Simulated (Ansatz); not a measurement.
## TiO2 (P4_2/mnm): refractive index against wavelength

The refractive index of TiO2 (P4_2/mnm) along x below the direct gap (1.90 eV on the mesh) is read from one computed spectrum, n = √(Re ε). x, y and z are the Cartesian axes of the input cell.

Cell: a, b, c = 4.592, 4.592, 2.957 Å (primitive vectors), 6 atoms.

Method: Ansatz 0.2.0, PBE, independent particles, k-mesh 6×6×8 with interpolation inside its cells, Gaussian parameter 0.1 eV.

Launch of the response step: `ansatz run input.yaml --threads 4 --pin off --max-ram 8192MiB --backend cpu --events-out ev --progress --plain --runs-dir out`. The run took 33 s, on 4 threads of Arm Neoverse V1, on a shared host.

| wavelength (nm) | photon energy E (eV) | n |
| --- | --- | --- |
| 3000 | 0.413 | 2.7550 |
| 2000 | 0.620 | 2.7686 |
| 1550 | 0.800 | ? |
| 1310 | 0.946 | 2.8029 |
| 1064 | 1.165 | 2.8364 |

In the single-oscillator model n² − 1 = E₀E_d/(E₀² − E²), so 1/(n² − 1) = E₀/E_d − E²/(E₀E_d) is linear in E².

Working, on the rows shown:

| x = E² (eV²) | y = 1/(n² − 1) |
| --- | --- |
| 0.170801 | 0.151744 |
| 0.384302 | 0.150034 |
| 0.895757 | 0.145852 |
| 1.35784 | 0.141941 |

Means: x̄ = 0.70218, ȳ = 0.14739. Σ(x − x̄)(y − ȳ) = -0.007025, Σ(x − x̄)² = 0.8508. Slope = -0.007025 / 0.8508 = -0.008257; intercept = ȳ − slope · x̄ = 0.15319. Turned back into n, the line misses the rows shown by at most 0.00048.

Q: Predict the last column of the withheld row from the fit.

A: At x = 0.63984 the line gives y = 0.14791, that is 2.7859. The run gave 2.7853, so the interpolation is off by 0.00055, 0.7 % of the range in the table.

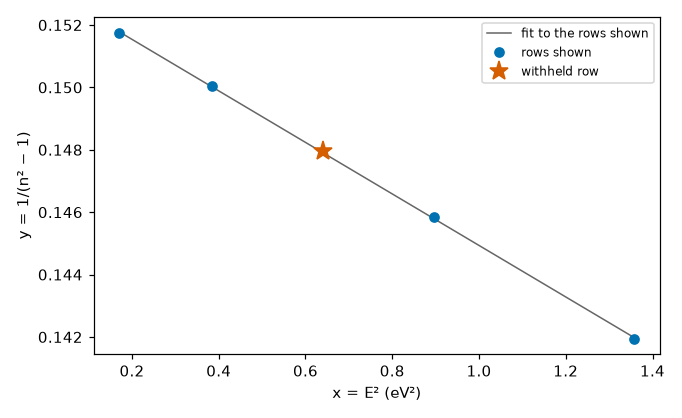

Refitted with all rows, the slope is -0.008261 and the intercept 0.15321. These give E₀ = √(intercept/−slope) = 4.31 eV and E_d = E₀/intercept = 28.1 eV; E₀ is 2.3 times the direct gap. The electronic limit at long wavelengths, without lattice vibrations, is n = √(1 + 1/intercept) = 2.744. Excitons are left out and so are local fields; PBE gaps are as a rule too small.
